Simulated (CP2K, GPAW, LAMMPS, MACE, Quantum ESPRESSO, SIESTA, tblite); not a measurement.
**Forces in glassy 72SiO2-20Al2O3-4ZnO-4BaO (mol %) (83 atoms), program by program**

Aim: forces, pressure and gap of glassy 72SiO2-20Al2O3-4ZnO-4BaO (mol %) (83 atoms) at one geometry, from other programs and methods, against plane-wave PBE.

Results are calculated, not measured.

## Step 1: The cell

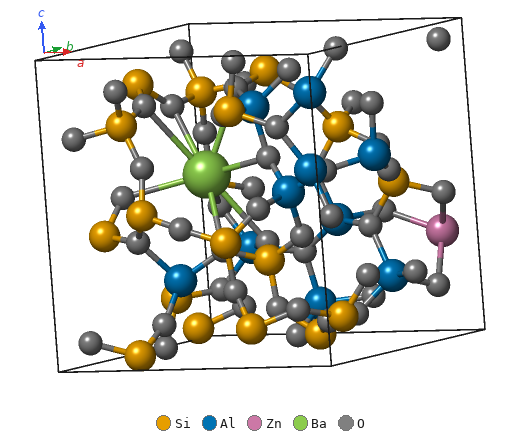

The cell (silicon orange, aluminium blue, zinc pink, barium green, oxygen grey). Bonds to atoms that aren't drawn are left out. Some periodic images of atoms are drawn too.

The cell holds 83 atoms (18 Si, 10 Al, 1 Zn, 1 Ba and 53 O), with edges of 10.11, 10.11 and 10.11 Å. Recipe: 83 atoms (18 Si, 10 Al, 1 Zn, 1 Ba, 53 O) placed at random at 2.62 g/cm³, melted at 4000 K for 10 ps at fixed volume with the Morse and Coulomb pair potential with partial charges (Pedone, Malavasi, Menziani, Cormack and Segre, J. Phys. Chem. B 110, 11780 (2006)). Quenched from 4000 K to 300 K at 20 K/ps and fixed volume, held 10 ps at zero pressure, then minimised at fixed cell. The density is 2.93 g/cm³.

## Step 2: The reference input

Quantum ESPRESSO 7.5: Kohn-Sham DFT, PBE, SSSP efficiency 1.3.0 pseudopotentials, plane waves. Its input, pw.in:

```
&control
  calculation = 'scf'
  pseudo_dir = './pseudo'
  outdir = './tmp'
  disk_io = 'none'
  tprnfor = .true.
  tstress = .true.
/
&system
  ibrav = 0
  nat = 83
  ntyp = 5
  ecutwfc = 60
  ecutrho = 480
  nosym = .true.
  occupations = 'smearing'
  smearing = 'fd'
  degauss = 0.003675
/
&electrons
  conv_thr = 4.1e-07
  electron_maxstep = 100
  mixing_beta = 0.4
  mixing_mode = 'plain'
  diagonalization = 'david'
/
ATOMIC_SPECIES
Si 28.085 Si.upf
Al 26.982 Al.upf
Zn 65.380 Zn.upf
Ba 137.327 Ba.upf
O 15.999 O.upf
CELL_PARAMETERS angstrom
10.11162 0.00000 0.00000
0.00000 10.11162 0.00000
0.00000 0.00000 10.11162
ATOMIC_POSITIONS crystal
Si 0.12878 0.56526 0.16912
Si 0.69252 0.48403 0.05266
Si 0.04892 0.27496 0.40257
Si 0.44892 0.68471 0.87777
[... 77 atom lines left out ...]
O 0.66658 0.45791 0.37106
O 0.47426 0.71955 0.02528
K_POINTS gamma
```

```console
$ OMP_NUM_THREADS=1 mpirun -np 4 pw.x -in pw.in > output.txt
```

It took 3.6 min on 4 MPI ranks of Arm Neoverse V1, shared host; peak memory 3.2 GiB; 14 min of CPU time.

It converged with an r.m.s. force component of 0.71 eV/Å and a pressure of 9.0 GPa.

Its highest filled and lowest empty levels lie 3.12 eV apart on its k-points.

## Step 3: The other programs

- CP2K 2026.2: Gaussian basis with GTH pseudopotentials and a plane-wave density; labels give functional, basis (MOLOPT sets; SR short-range, UZH the newer set with its own potentials), grid cutoff/relative cutoff and solver (OT: orbital transformation; TRS4, TC2, SIGN: linear-scaling purification with its sparsity filter), or its built-in tight binding.
- GPAW 26.7.0: PAW with atomic orbitals (LCAO), plane waves or a real-space grid of spacing h.
- MACE: machine-learned potential, published weights.
- Quantum ESPRESSO 7.5: plane waves; labels (QE) give functional, pseudopotential set and cutoffs of waves/density.
- SIESTA 5.4.2: numerical atomic orbitals, whose automatically made sets are far from complete, with PseudoDojo norm-conserving potentials that we converted to its format (checked against plane waves on the same files for H, C, O, Si, Ge and Ca alone); labels give functional, basis size, energy shift and mesh cutoff.
- tblite 0.8.0: extended tight binding, driven from Python.

All use the same cell and atoms, and the electronic-structure runs the same k-mesh.

## Step 4: All runs compared

Differences are against the reference: forces as r.m.s. over components, share as that over the reference's r.m.s. force, slope as the fitted ratio of a run's forces to the reference's.

| run | Δ force, r.m.s. (meV/Å) | share (%) | slope | Δ pressure (GPa) | Δ gap (eV) | cores | CPU time | memory (GiB) |
| --- | --- | --- | --- | --- | --- | --- | --- | --- |
| reference | - | - | - | - | - | 4 | 14 min | 3.2 |
| CP2K PBE, DZVP-MOLOPT-SR, 280/50 Ry, OT DIIS (coarse) | 203 | 28.5 | 1.000 | -0.347 | -0.104 | 2 | 6.4 min | 0.84 |
| CP2K PBE, DZVP-MOLOPT-SR, 800/50 Ry, TC2 filter 1e-03, SCF 1e-04 (coarse) | 192 | 27.0 | 0.973 | -0.978 | - | 4 | 2.1 min | 3.6 |
| CP2K PBE, DZVP-MOLOPT-SR, 800/50 Ry, TC2 filter 1e-05, SCF 1e-06 | 112 | 15.8 | 0.992 | -0.538 | - | 4 | 3 min | 3.6 |
| CP2K PBE, DZVP-MOLOPT-SR, 800/50 Ry, TC2 filter 1e-06, SCF 1e-06 | 112 | 15.8 | 0.992 | -0.538 | - | 4 | 2.8 min | 3.6 |
| CP2K PBE, DZVP-MOLOPT-SR, 800/50 Ry, diagonalisation | 96.2 | 13.5 | 0.997 | -0.526 | -0.0938 | 4 | 4.8 min | 6.3 |
| GPAW PBE, LCAO dzp, h 0.18 Å | 298 | 41.8 | 1.318 | - | -0.121 | 1 | 3.2 min | 1.6 |
| GPAW PBE, LCAO dzp, h 0.22 Å (coarse) | 327 | 45.9 | 1.336 | - | -0.127 | 1 | 1.9 min | 0.9 |
| GPAW PBE, LCAO szp(dzp), h 0.18 Å (coarse) | 324 | 45.5 | 1.335 | - | -0.207 | 1 | 2.4 min | 1.5 |
| GPAW RPBE, LCAO dzp, h 0.18 Å | 341 | 47.9 | 1.363 | - | -0.0142 | 1 | 3.2 min | 1.6 |
| MACE MP-0b2 small potential | 72.6 | 10.2 | 0.963 | -0.303 | - | 1 | 7.9 s | 0.66 |
| MACE MP-0b3 medium potential | 74.2 | 10.4 | 0.963 | -0.507 | - | 1 | 8.8 s | 1.1 |
| MACE MPA-0 medium potential | 58.0 | 8.14 | 0.982 | 0.0109 | - | 1 | 9 s | 1.1 |
| QE PBE, gbrv-1.5, 40/200 Ry | 23.9 | 3.36 | 0.987 | 0.071 | 0.0134 | 2 | 4.4 min | 1.5 |
| SIESTA PBE, DZP, shift 0.01 Ry, mesh 500 Ry | 150 | 21.0 | 1.137 | 2.36 | 0.163 | 2 | 7.5 min | 2.4 |
| SIESTA PBE, DZP, shift 0.02 Ry, mesh 500 Ry | 165 | 23.2 | 1.129 | 0.982 | 0.287 | 2 | 5.7 min | 2.0 |
| SIESTA PBE, SZP, shift 0.01 Ry, mesh 500 Ry (coarse) | 364 | 51.1 | 1.388 | 8.12 | 0.700 | 2 | 5.6 min | 2.1 |
| tblite GFN1-xTB | 663 | 93.1 | 1.079 | -6.02 | - | 1 | 6.5 s | 0.12 |

Rows marked coarse were listed beforehand as settings not expected to be converged; some can still land near the reference.

Times of the machine-learned potentials are mostly Python's start and the loading of weights.

CPU time is summed over cores on shared hosts, so it is rough.

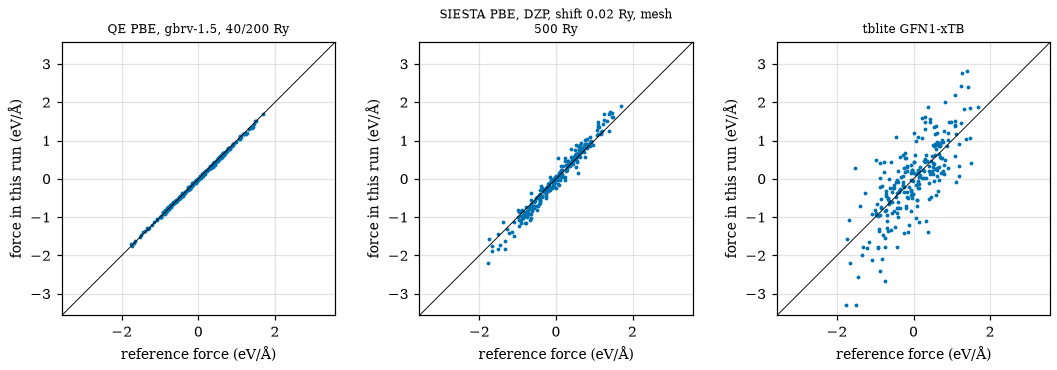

Force components against those of the reference; the line marks equality.

## Step 5: Findings

Forces lie from 3.4 % (QE PBE, gbrv-1.5, 40/200 Ry) to 93 % (tblite GFN1-xTB) of the reference's r.m.s. force of 0.71 eV/Å away from it. Other PBE runs on plane waves or a grid: QE PBE, gbrv-1.5, 40/200 Ry 3.4 % of the r.m.s. force; the reference has errors of its own, so differences under a few per cent don't tell which side is nearer the exact PBE result. The PBE runs in local orbitals, coarse settings apart, differ by 13 % (CP2K PBE, DZVP-MOLOPT-SR, 800/50 Ry, diagonalisation) to 42 % (GPAW PBE, LCAO dzp, h 0.18 Å); basis, grid and potentials can all enter. Tight binding differs by 93 % (tblite GFN1-xTB); it is another model, with fitted parameters of its own, and the xTB methods hold dispersion.

Machine-learned potentials differ by 8.1 % (MACE MPA-0 medium potential) to 10 % (MACE MP-0b3 medium potential); they were trained on other programs' data. Rows with another functional or a dispersion term differ by 48 % (GPAW RPBE, LCAO dzp, h 0.18 Å), which mixes the change of model with differences of basis and potentials. Runs with settings chosen to be coarse differ by 27 % (CP2K PBE, DZVP-MOLOPT-SR, 800/50 Ry, TC2 filter 1e-03, SCF 1e-04) to 51 % (SIESTA PBE, SZP, shift 0.01 Ry, mesh 500 Ry), their programs' other errors included. SIESTA PBE, SZP, shift 0.01 Ry, mesh 500 Ry stiffens the forces by a factor of 1.39 while following their directions (correlation 0.972); the slopes of the 3 SIESTA runs lie between 1.13 and 1.39. From CP2K PBE, DZVP-MOLOPT-SR, 280/50 Ry, OT DIIS to the finer CP2K PBE, DZVP-MOLOPT-SR, 800/50 Ry, diagonalisation the share falls from 28 to 13 %. From GPAW PBE, LCAO dzp, h 0.22 Å to the finer GPAW PBE, LCAO dzp, h 0.18 Å the share falls from 46 to 42 %. Pressures at PBE, coarse settings apart, lie -0.54 to +2.36 GPa from the reference's. Gaps at PBE, coarse settings apart, lie -0.12 to +0.29 eV from the reference's.

**Limits.** Periodic xTB results under one method name differ between programs and library versions. The potentials hold different valence shells: 450 electrons in the reference, 442 in CP2K with DZVP-MOLOPT-SR and 442 in GPAW; this bears on time and differences. The reference's pressure holds the uncorrected Pulay stress of its 60 Ry basis, so small pressure differences may be the reference's own error. Machine-learned potentials mimic data converged in k, so the reference's own k-point error enters their differences. The quench rate of 20 K/ps is many orders above laboratory rates, so the cell is likely richer in defects and strain than a real sample. The network of bonds at the start is that of the classical potential that made the cell, and needn't be the one that DFT or experiment would give. The reference's stress is far from hydrostatic: its diagonal is 8.1, 11.6, 7.4 GPa, compression counted positive. The electronic-structure runs sample only Γ, in a cell whose shortest periodic width is 10 Å. Spin–orbit coupling is left out, which matters for the levels of the heavy elements. Where levels are smeared, the DFT runs use Fermi–Dirac occupations at 580 K (0.05 eV), and energies are free energies. The reference's cutoffs and mesh weren't converged further here.

[Logs are printed without paths, hosts, clocks, repeated set-up lines and the standing remarks that a program may print on its own settings, such as how far it seeks lower states.]

[Hosts, paths, dates, database ids (printed as entryN), source tags and the programs' standing remarks are cut or masked in the printed files.]

[Cells were taken only where this reference lay near another plane-wave run.]
